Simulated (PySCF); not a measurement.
Cl₂FIn, SMILES [In]([F])([Cl])[Cl] at its PBE0/def2-SVP optimised geometry (Å):

```
4

In    -0.5186     0.1113     0.0000
F     -1.4412     1.8189     0.0000
Cl     1.7959     0.1113     0.0000
Cl    -1.7959    -1.8189    -0.0078
```

Calculation: PBE0/def2-TZVP, def2 effective core potentials past Kr run with PySCF. The core electrons that the potentials of In replace are not part of the density. Cells within 0.4 Å of a nucleus heavier than hydrogen are left out (blank, or x).

Map of the Laplacian of the electron density (e/bohr⁵), clipped to [-1.50, 1.50] on the plane z = 0.0 Å:

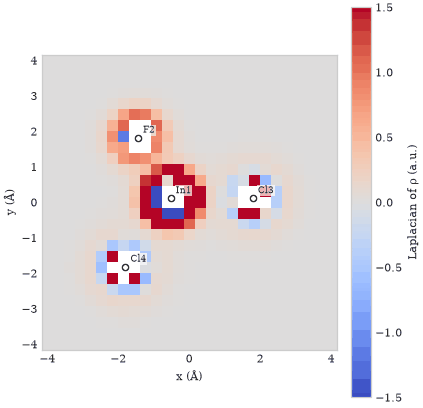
Figure. Laplacian of the electron density (e/bohr⁵), clipped to [-1.50, 1.50] on the plane z = 0.0 Å.
